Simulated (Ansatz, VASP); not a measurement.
# Cross-check of ErAs between VASP and Ansatz

One calculation is typed for both programs; each brings its own data sets and cutoff. How far apart do they land?

Program: Ansatz 0.2.0. Level of theory: plane waves, with VASP 6.6.1 beside it; single point at PBEsol, DFT+U. Results are calculated unless marked as measured.

The database entry behind the starting cell differs from later determinations by our own check (about 0.2 % short), so it need not match the best structure at ambient conditions.

In doubt: a part-filled 4f shell, where there is one, can sit in one of many states, so energies may not be the lowest and differences between runs may mislead; derivatives with an open 4f shell can jump between states, which bears on forces and vibrations.

## (1) The structure

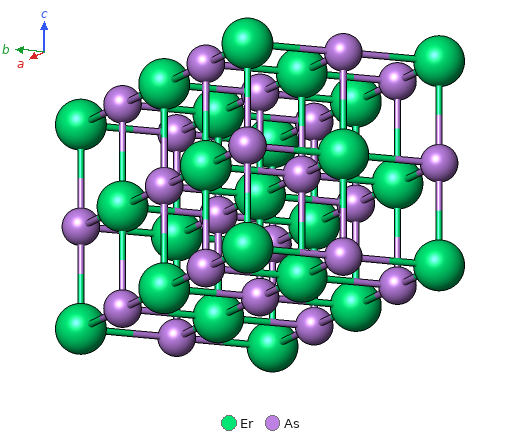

The cell as given, from a free direction (erbium green, arsenic purple). 2×1×1 cells are drawn. This picture shows the conventional cell, with its axes. Some periodic images of atoms are drawn too.

## (2) Ansatz: single point, PBEsol, DFT+U

Ansatz runs on its default PAW (the set named soft_2) files.

A single point gives forces, pressure and levels at one fixed geometry, so differences don't come from the geometry; what else differs is listed under the comparison.

input.yaml

```yaml
crystal:
  lattice:
    - [0.0, 2.866, 2.866]
    - [2.866, 0.0, 2.866]
    - [2.866, 2.866, 0.0]
  atoms:
    - { symbol: Er, position: [0.0, 0.0, 0.0], spin: 3.0 }
    - { symbol: As, position: [0.5, 0.5, 0.5] }
hamiltonian:
  xc: pbesol
  pseudopotentials: { kind: paw }
  hubbard: { sites: [{ species: Er, l: f, u_eff: 5.0 }] }
magnetization:
  spin_polarized: true
kpoints:
  mp_grid: { grid: [7, 7, 7] }
scf:
  occupations: { method: gaussian, width: 0.05 }
  n_extra_bands: 7
output:
  forces: true
  stress: true
  eigenvalues: true
```

Started as:

```console
$ ansatz run input.yaml --threads 2 --pin off --max-ram 4608MiB --backend cpu --events-out ev --progress --plain --runs-dir out
```

Numbers of over 12 decimals in the logs are rounded to 6 here.

What it wrote:

```text
Er: projections on atomic orbitals take those of the free atom [Kr 4d10] 4f12 5s2 5p6 5d0 6s2, of charge +0.00 (hamiltonian.pseudopotentials.projection_atoms); the dataset's partial waves leave at most 1.3e-4 of an orbital's norm unspanned inside its sphere
As: projections on atomic orbitals take those of the free atom [Ar] 3d10 4s2 4p3, of charge +0.00 (hamiltonian.pseudopotentials.projection_atoms); the dataset's partial waves leave at most 1.7e-6 of an orbital's norm unspanned inside its sphere
scf.n_extra_bands = 7 over 19 filled bands (N_el = 37.0): the run solves 26 bands
Engine: ansatz 0.2.0, aarch64-unknown-linux-gnu
Pseudopotentials: kind: paw
Pseudopotential: Er, paw, valence charge 22, recommended cutoff 420 eV (normal), Er.paw.azcp
Pseudopotential: As, paw, valence charge 15, recommended cutoff 420 eV (normal), As.paw.azcp
Functional definition: PBEsol
  exchange = pbesol_x
  correlation = pbesol_c
Crystal: 2 atoms, lattice volume = 47.082 Å³
Basis set: ecut = 420 eV, 941 PW (Γ), exchange–correlation on 60×60×60 points (8 copies of the dense FFT grid, shifted against one another)
Bands: 26, of which v1, the nominal top of the filled ones, is band 19 counted from 1 (18 counted from 0)
Symmetry: 48 space group operations
Space group: Fm-3m (ITA 225), of the structure as read, at distance tolerance 3.6e-5 Å
Magnetic group: BNS 225.116 (UNI 1618), of the structure as read, at distance tolerance 3.6e-5 Å
k-points: 20 of 343
Non-local potential: Er, projectors of the file, l = 0: 3, l = 1: 2, l = 2: 2, l = 3: 3
Non-local potential: As, projectors of the file, l = 0: 2, l = 1: 2, l = 2: 3, l = 3: 1
PAW form: soft (Blöchl's): semilocal exchange-correlation on the pseudo side does not see the compensation charge
PAW frozen core: Er, regenerated for the run's functional, and the local potential with it (the file was generated under x = pbe(κ = 0.804, μ = 0.219515), c = pbe(β = 0.066725))
PAW frozen core: As, regenerated for the run's functional, and the local potential with it (the file was generated under x = pbe(κ = 0.804, μ = 0.219515), c = pbe(β = 0.066725))
PAW one-centre angular grid: Er, 590 points (default); XC on 64 Gauss nodes
PAW one-centre angular grid: As, 590 points (default); XC on 64 Gauss nodes
Initial density: superposition of atomic densities (chi_scale 0.1, normalization cell, long waves kept (reshape's long-wave potential 0.00 eV rms))
Initial wavefunctions: pseudopotential atomic-orbital guess
Functional: x = pbesol(κ = 0.804, μ = 0.123457), c = pbesol(β = 0.046)
SCF iter   1: F=—  HF=-16788.364453 eV  |F-HF|=—  |Δ(HF+E_count)|=         —  Δρ=3.23e-2 (↑2.93e-2 ↓3.23e-2)  dr2=8.95e-1  dr2_m=1.99e-1  M=2.820 μB ∫|m|=2.820 μB  β_m=0.30  ethr=3.10e-3  ⟨swp⟩=5.5  Hψ=4226  notcnv=0  defer=6
preconditioner: auto → none  [insulator: Δε(μ)=0.122 eV  Ē_g=19.709 eV  σ=0.050 eV  W_gap=0.76  n_scr=14 (ndim 8)  ℏωp=32.0 eV  f_vac=0.000  D(μ)=0.50/eV (n_scr^D=0)  ε∞_Penn≈3.6]
SCF iter   2: F=—  HF=-16788.110993 eV  |F-HF|=—  |Δ(HF+E_count)|=   2.53e-1  Δρ=3.31e-2 (↑1.82e-2 ↓3.31e-2)  dr2=2.37e-1  dr2_m=1.98e-1  M=2.904 μB ∫|m|=2.904 μB  β_m=0.52  ethr=2.42e-3  ⟨swp⟩=2.5  Hψ=1643  notcnv=0
SCF iter   3: F=—  HF=-16788.392749 eV  |F-HF|=—  |Δ(HF+E_count)|=   2.82e-1  Δρ=1.57e-2 (↑1.23e-2 ↓1.57e-2)  dr2=3.87e-2  dr2_m=6.78e-2  M=2.933 μB ∫|m|=2.933 μB  β_m=0.76  ethr=6.39e-4  ⟨swp⟩=2.2  Hψ=2029  notcnv=0
SCF iter   4: F=—  HF=-16788.709757 eV  |F-HF|=—  |Δ(HF+E_count)|=   3.17e-1  Δρ=2.18e-2 (↑8.03e-3 ↓2.18e-2)  dr2=3.06e-1  dr2_m=2.18e-2  M=3.004 μB ∫|m|=3.026 μB  β_m=0.59  ethr=1.05e-4  ⟨swp⟩=3.0  Hψ=2831  notcnv=0
SCF iter   5: F=—  HF=-16788.581299 eV  |F-HF|=—  |Δ(HF+E_count)|=   1.28e-1  Δρ=5.72e-3 (↑1.34e-3 ↓5.72e-3)  dr2=1.54e-2  dr2_m=3.90e-3  M=2.998 μB ∫|m|=3.022 μB  β_m=0.79  ethr=1.05e-4  ⟨swp⟩=3.0  Hψ=2945  notcnv=0
SCF iter   6: F=—  HF=-16788.586521 eV  |F-HF|=—  |Δ(HF+E_count)|=   5.22e-3  Δρ=2.68e-3 (↑2.71e-4 ↓2.68e-3)  dr2=3.18e-3  dr2_m=7.77e-4  M=3.001 μB ∫|m|=3.034 μB  β_m=0.74  ethr=4.15e-5  ⟨swp⟩=2.9  Hψ=2531  notcnv=0
SCF iter   7: F=—  HF=-16788.589989 eV  |F-HF|=—  |Δ(HF+E_count)|=   3.47e-3  Δρ=1.70e-3 (↑1.89e-4 ↓1.70e-3)  dr2=1.32e-3  dr2_m=3.37e-4  M=2.994 μB ∫|m|=3.023 μB  β_m=0.68  ethr=8.61e-6  ⟨swp⟩=2.0  Hψ=1837  notcnv=0
SCF iter   8: F=—  HF=-16788.590655 eV  |F-HF|=—  |Δ(HF+E_count)|=   6.66e-4  Δρ=5.01e-4 (↑4.40e-5 ↓5.01e-4)  dr2=1.10e-4  dr2_m=2.81e-5  M=2.993 μB ∫|m|=3.020 μB  β_m=0.84  ethr=3.56e-6  ⟨swp⟩=2.0  Hψ=1836  notcnv=0
SCF iter   9: F=—  HF=-16788.590738 eV  |F-HF|=—  |Δ(HF+E_count)|=   8.36e-5  Δρ=1.09e-4 (↑6.73e-6 ↓1.09e-4)  dr2=5.25e-6  dr2_m=1.31e-6  M=2.992 μB ∫|m|=3.019 μB  β_m=0.92  ethr=2.99e-7  ⟨swp⟩=2.0  Hψ=1992  notcnv=0
Symmetry: 12 space group operations
k-points: 44 of 343
Initial density: handed on by an earlier stage of this run
SCF iter   1: F=—  HF=-16788.598930 eV  |F-HF|=—  |Δ(HF+E_count)|=         —  Δρ=1.87e-2 (↑2.87e-4 ↓1.87e-2)  dr2=1.79e-2  dr2_m=3.79e-2  M=2.972 μB ∫|m|=3.012 μB  ethr=2.70e-6  ⟨swp⟩=7.3  Hψ=13304  notcnv=0  defer=70
iteration 1: the SCF starts in the orbital order of the open f shells that the search before it chose, by its bands or by converging an SCF in each of two, with that order's moments; the next order that was found lies 0.3 meV higher
preconditioner: auto → none  [insulator: Δε(μ)=0.118 eV  Ē_g=14.212 eV  σ=0.050 eV  W_gap=0.64  n_scr=14 (ndim 8)  ℏωp=27.1 eV  f_vac=0.000  D(μ)=0.38/eV (n_scr^D=0)  ε∞_Penn≈4.6]
SCF iter   2: F=—  HF=-16788.606131 eV  |F-HF|=—  |Δ(HF+E_count)|=   7.20e-3  Δρ=2.71e-3 (↑1.55e-3 ↓2.71e-3)  dr2=9.27e-3  dr2_m=1.61e-4  M=2.981 μB ∫|m|=3.027 μB  β_m=0.30  ethr=2.70e-6  ⟨swp⟩=3.0  Hψ=6068  notcnv=0
preconditioner: auto → Kerker (q_TF=auto, 2.621 Å⁻¹)  [metal: Δε(μ)=0.009 eV  Ē_g=13.853 eV  σ=0.050 eV  W_gap=0.10  n_scr=14 (ndim 8)  ℏωp=27.1 eV  f_vac=0.000  D(μ)=0.45/eV (n_scr^D=0)]
spin=Collinear: Kerker preconditioning applied to the charge; magnetization (m = ρ↑ − ρ↓) channel mixes plain (no charge-response kernel on spin).
SCF iter   3: F=—  HF=-16788.603603 eV  |F-HF|=—  |Δ(HF+E_count)|=   2.53e-3  Δρ=5.53e-4 (↑5.53e-4 ↓4.48e-4)  dr2=8.19e-4  dr2_m=1.54e-5  M=2.974 μB ∫|m|=3.020 μB  β_m=0.31  ethr=2.70e-6  ⟨swp⟩=2.9  Hψ=4751  notcnv=0  defer=2
SCF iter   4: F=—  HF=-16788.603445 eV  |F-HF|=—  |Δ(HF+E_count)|=   1.59e-4  Δρ=4.47e-4 (↑4.47e-4 ↓3.55e-4)  dr2=5.24e-4  dr2_m=7.85e-6  M=2.974 μB ∫|m|=3.020 μB  β_m=0.54  ethr=2.21e-6  ⟨swp⟩=1.5  Hψ=2341  notcnv=0  defer=2
SCF iter   5: F=—  HF=-16788.603286 eV  |F-HF|=—  |Δ(HF+E_count)|=   1.59e-4  Δρ=2.88e-4 (↑7.71e-5 ↓2.88e-4)  dr2=2.27e-5  dr2_m=8.56e-6  M=2.973 μB ∫|m|=3.019 μB  β_m=0.77  ethr=1.42e-6  ⟨swp⟩=2.8  Hψ=3854  notcnv=0  defer=2
SCF iter   6: F=—  HF=-16788.603307 eV  |F-HF|=—  |Δ(HF+E_count)|=   2.09e-5  Δρ=3.75e-5 (↑2.09e-5 ↓3.75e-5)  dr2=1.14e-6  dr2_m=1.16e-7  M=2.973 μB ∫|m|=3.019 μB  β_m=0.70  ethr=6.13e-8  ⟨swp⟩=2.0  Hψ=3690  notcnv=0  defer=2
SCF iter   7: F=—  HF=-16788.603302 eV  |F-HF|=—  |Δ(HF+E_count)|=   4.39e-6  Δρ=3.61e-5 (↑1.33e-5 ↓3.61e-5)  dr2=7.59e-7  dr2_m=1.06e-7  M=2.973 μB ∫|m|=3.019 μB  β_m=0.79  ethr=3.07e-9  ⟨swp⟩=3.1  Hψ=4738  notcnv=0  defer=2
iter 8 met the thresholds in force, and the SCF goes on: an eigenvalue changes by 0.52 meV, over its tolerance of 0.50 meV (output.eigenvalues, Limitations)
SCF iter   8: F=-16788.603302 eV  HF=-16788.603302 eV  |F-HF|=4.35e-8  |Δ(HF+E_count)|=   1.40e-7  Δρ=6.11e-6 (↑3.54e-6 ↓6.11e-6)  dr2=1.80e-8  dr2_m=4.00e-9  M=2.973 μB ∫|m|=3.019 μB  β_m=0.89  ethr=2.70e-10  ⟨swp⟩=5.3  Hψ=12091  notcnv=0
SCF iter   9: F=-16788.603302 eV  HF=-16788.603302 eV  |F-HF|=6.46e-9  |Δ(HF+E_count)|=   7.20e-8  Δρ=2.69e-6 (↑1.14e-6 ↓2.69e-6)  dr2=4.76e-9  dr2_m=7.42e-10  M=2.973 μB ∫|m|=3.019 μB  ethr=4.86e-11  ⟨swp⟩=2.9  Hψ=8697  notcnv=0
SCF 1 converged in 9 iterations: F = -16788.603302 eV  dr2 = 4.76e-9
  greatest PAW one-centre occupation: 0.999 electrons in one spin orbital (limit 2), on the As atom at site 1 (counted from 0), in its partial waves of l = 2
SCF converged after 18 iterations (9 of them in the search for the orbital order of the open f shells)
an eigenvalue changed by more than its tolerance at an iteration that met the thresholds in force, so the SCF went on 1 time: the last check found none over its tolerance
Magnetization: 2.9727 μB (19.9864 up, 17.0136 down)
Absolute magnetization: 3.0149 μB (∫|ρ↑−ρ↓|, with the PAW one-centre terms)
Spin contamination: 0.0194 ħ² per cell (⟨S²⟩ above its minimum at these occupations)
Per-site moments (μB) at R_I (Å): [(2.969401, 1.182225), (-0.020255, 1.182225)]
Free energy (F): -16788.603302 eV
Harris-Foulkes:  -16788.603302 eV  (|F-HF|=6.46e-9)
Internal energy: -16788.602790 eV  (E = F + TS)
E sigma→0 (E₀):  -16788.603046 eV
Entropy (-TS):   -0.000513 eV (-0.256 meV/atom)
Fermi energy:    12.632617 eV
--- Per-component energies (eV) ---
  E_band       = -226.384203
  E_kinetic    = 493.069163
  E_local      = -5929.708655  (includes V_loc(G=0)·N_el)
  E_nonlocal   = -22.664752
  E_hartree    = 2727.061934
  E_xc         = -278.972678
  E_vxc        = -315.158425  (∫ρ·V_xc dr)
  E_hubbard    = 0.235015  (on-site DFT+U / exact-exchange correction)
  E_vhub       = -27.127975  (the Hubbard potential's part of the band-sum identity)
  E_paw        = -8793.076650  (= ΣΔE_a)
  E_vpaw       = 121.079463  (= ΣTr[D̂ρ^β])
  E_aug_tail   = 0.000009  (compensation charges beyond the density's cutoff)
  E_ewald      = -4986.481312
  E_core_change = 1.935137  (= ΣΔE_core)
  E_smearing   = -0.000513  (= −TS)
  E_closure    = 0.000000  (closes the sum)
  Σ components = -16788.603302   (vs F -16788.603302, Δ=0.00e0)
--- Forces (eV/Å), atoms counted from 1 ---
  atom   1  Er    -0.00000000     0.00000000    -0.00000000
  atom   2  As     0.00000000    -0.00000000    -0.00000000
  max |Σ_I F_I| component: 1.84e-30 eV/Å
--- Stress (GPa, compression-positive) ---
       -2.035478       0.085958      -0.085958
        0.085958      -2.035478      -0.085958
       -0.085958      -0.085958      -2.035478
  P = ⅓ Tr σ = -2.0355 GPa (-20.355 kbar)
--- Band table (eV; the first three rows and the last of 88) ---
  k-point 0 ↑: bands = [... 15 lower, 5.6682, 5.6682, 13.4785, 13.4785, 13.4927, 14.1831, 14.1831, 14.1850, ... 3 higher]
  k-point 1 ↑: bands = [... 15 lower, 5.6639, 5.6639, 11.6977, 12.4141, 12.4141, 14.5978, 14.5978, 14.6368, ... 3 higher]
  k-point 2 ↑: bands = [... 15 lower, 5.6571, 5.6651, 9.6355, 11.3353, 11.3353, 15.0503, 15.4795, 15.4795, ... 3 higher]
  k-point 43 ↓: bands = [... 15 lower, 10.2471, 10.9145, 13.0621, 13.0858, 13.1657, 15.2631, 16.5010, 17.1263, ... 3 higher]
Occupation matrices written to <dir>
```

The job ended after 23 s (2 threads of Arm Neoverse N1, shared host; peak memory 0.43 GiB; 44 s of CPU time).

The column dr2 measures how far the density is from self-consistency, as an energy; F and HF (Harris–Foulkes) agree once it is small.

The run ends at a pressure of -2.04 GPa.

(Continued in part 2 of 3.)

[Lines on the potential files, build, host, timing and source positions are cut from VASP's logs without a mark.]

[Logs are printed without paths, hosts, clocks, repeated set-up lines and the standing remarks that a program may print on its own settings, such as how far it seeks lower states.]

[Hosts, paths, dates, database ids (printed as entryN), source tags and the programs' standing remarks are cut or masked in the printed files.]
